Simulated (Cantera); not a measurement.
Input: 1 mol MgF₂, 4.9 mol O₂, a varied amount of N₂, at 2150 K and 0.0590 bar.

Equilibrium computed with Cantera from the NASA thermochemical tables; the gas is ideal and each condensed phase is pure. Candidate condensed phases: Mg, MgF₂, MgO; 24 gas species. Rates play no part.

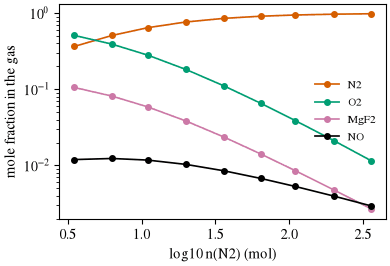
Equilibrium gas composition (values under 1e-9 drawn at 1e-9)

From 3.5 mol N₂ to 360 mol N₂ nothing is condensed. The main Mg-bearing gas is MgF₂ throughout.
